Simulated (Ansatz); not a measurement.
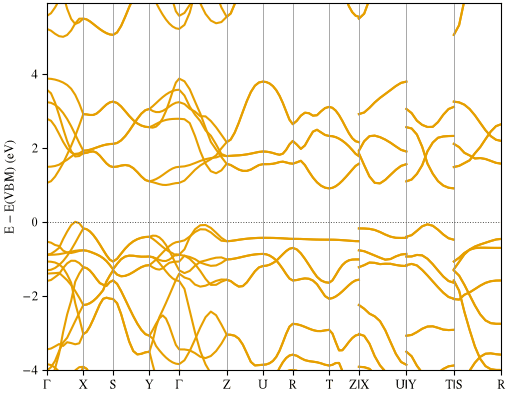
Figure. Band structure from the program Ansatz at the PBEsol level (PAW)

Read off the gap and where the band edges lie.

About 0.9 eV (0.90 eV by a search for the band edges); maximum on the Γ–X line, 80 % of the way from Γ, minimum at T.

The material is FeS$_{2}$ in space group Pnnm (No. 58; Fe on 2a, S on 4g).

Symmetry was held in the PBEsol relaxation. The workflow began spin-polarised and lost its moments.

Potentials: the later of the program's two PAW sets.
